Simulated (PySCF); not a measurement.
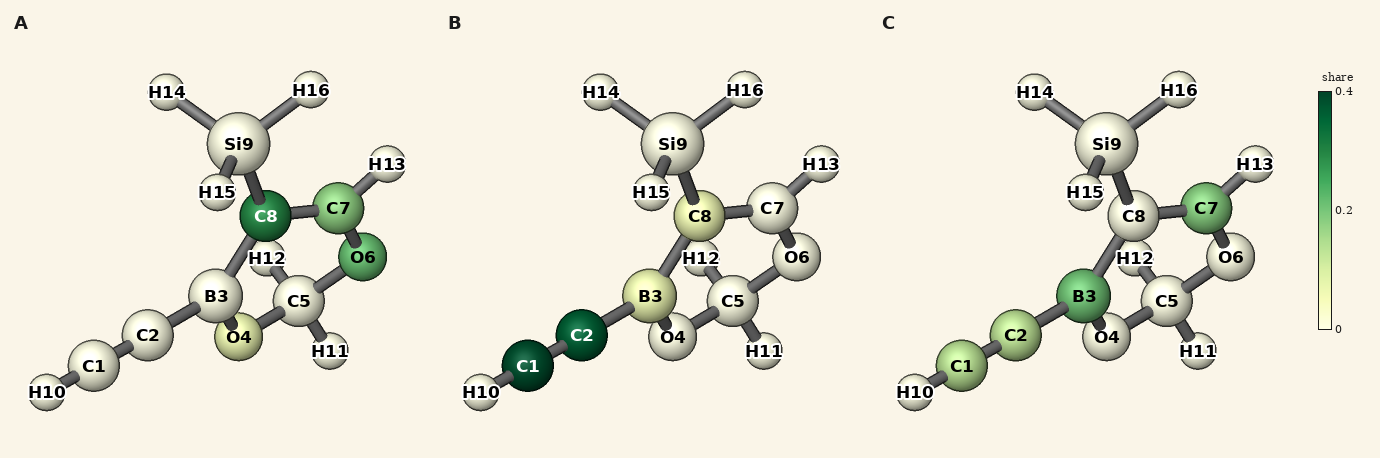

Each panel colours the atoms by their Löwdin share in one orbital (up to four of the largest shares; other atoms are shown as zero). The geometry was computed by an optimisation with GFN2-xTB. No frequency run is at hand to confirm it as a minimum. Level of theory: ωB97X-D/def2-SVPD (PySCF 2.14.0).

Question: The panels show the HOMO−1, HOMO, LUMO, in some order. Which is which?

Answer: A: HOMO, −9.11 eV; C8 0.30, O6 0.21, C7 0.18, O4 0.06
B: HOMO−1, −10.10 eV; C1 0.39, C2 0.36, B3 0.06, C8 0.06
C: LUMO, 0.13 eV; B3 0.21, C7 0.19, C1 0.13, C2 0.13

The geometry is semi-empirical. Around B, Si such bond lengths and angles can be off by a tenth of an ångström or more and by several degrees, and values that hang on the shape move with them.
